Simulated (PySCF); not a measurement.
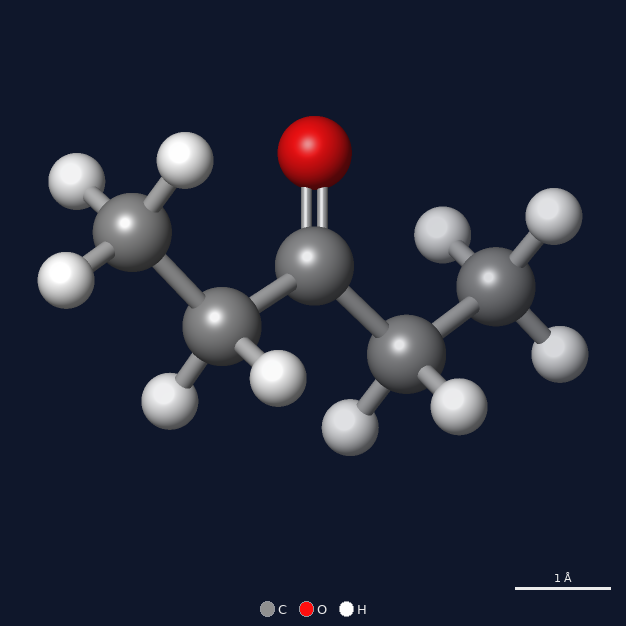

Ball-and-stick drawing of a structure. Multiple sticks mark multiple bonds (one Kekulé form).

Count the atoms of each element.

Answer. C₅H₁₀O, 16 atoms: 5 carbon, 10 hydrogen and 1 oxygen.

Write the SMILES.

Answer. CCC(=O)CC

Describe its rings.

Answer. It has no ring.

Name some functional groups or characteristic bonds that it holds.

Answer. Among them: ketone.

How many bonds of each kind are drawn?

Answer. 10 C–H, 4 C–C, 1 C–O.

More results for the same structure follow; atom numbers are the same in all pictures, views and colours differ. The geometry was computed by an optimisation with PBE0-D3(BJ)/def2-SVP. No frequency run is at hand to confirm it as a minimum.

### Shape

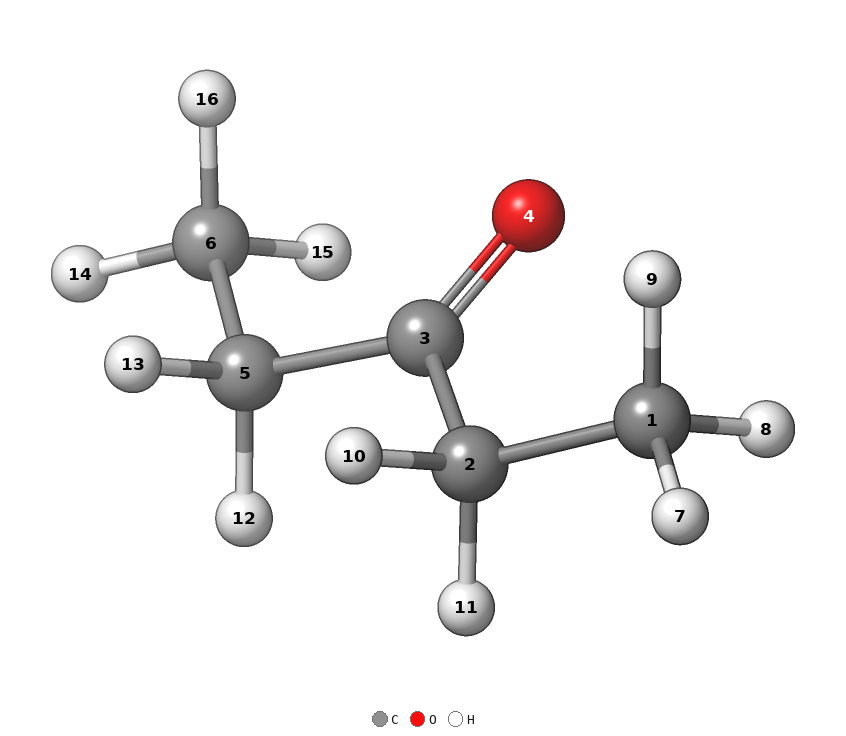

Atoms carry their numbers in the input. No frequency run is at hand to confirm it as a minimum.

Give the bond lengths.

```json
{"bond": "C1–C2", "length (Å)": "1.515", "order": "single"}
{"bond": "C1–H7", "length (Å)": "1.100", "order": "single"}
{"bond": "C1–H8", "length (Å)": "1.099", "order": "single"}
{"bond": "C1–H9", "length (Å)": "1.099", "order": "single"}
{"bond": "C2–C3", "length (Å)": "1.515", "order": "single"}
{"bond": "C2–H10", "length (Å)": "1.105", "order": "single"}
{"bond": "C2–H11", "length (Å)": "1.105", "order": "single"}
{"bond": "C3–O4", "length (Å)": "1.208", "order": "double"}
{"bond": "C3–C5", "length (Å)": "1.515", "order": "single"}
{"bond": "C5–C6", "length (Å)": "1.515", "order": "single"}
{"bond": "C5–H12", "length (Å)": "1.105", "order": "single"}
{"bond": "C5–H13", "length (Å)": "1.105", "order": "single"}
{"bond": "C6–H14", "length (Å)": "1.100", "order": "single"}
{"bond": "C6–H15", "length (Å)": "1.099", "order": "single"}
{"bond": "C6–H16", "length (Å)": "1.099", "order": "single"}
```

### Electronic properties

No frequency run is at hand to confirm it as a minimum. Properties computed with B3LYP/pcJ-1, gas phase (PySCF 2.14.0).

Predict the main results.

- dipole moment: 2.73 D
- HOMO energy (Kohn–Sham orbital): −6.93 eV
- LUMO energy (Kohn–Sham orbital): −0.52 eV
- HOMO–LUMO gap: 6.41 eV

### Quadrupole coupling

No frequency run is at hand to confirm it as a minimum. Electric field gradients from the ground-state density, B3LYP/pcJ-1 (PySCF 2.14.0), non-relativistic apart from any core potentials.

Give the largest field-gradient component, the quadrupole coupling constant and the asymmetry for 17O at O4 (Q = −25.6 mb).

| atom | V_zz (a.u.) | e²qQ/h (MHz) | η |
| --- | --- | --- | --- |
| O4 | −1.981 | 11.91 | 0.51 |

### NMR shielding

The questions are on isotropic NMR shieldings of the C atoms. No frequency run is at hand to confirm it as a minimum. Level of theory: GIAO PBE0/pcSseg-1 NMR shielding, non-relativistic, gas phase (PySCF 2.14.0).

List the isotropic NMR shieldings of the C atoms.

```tsv
atom	σ (ppm)
C1	175.7
C2	147.2
C3	−29.1
C5	147.2
C6	175.7
```
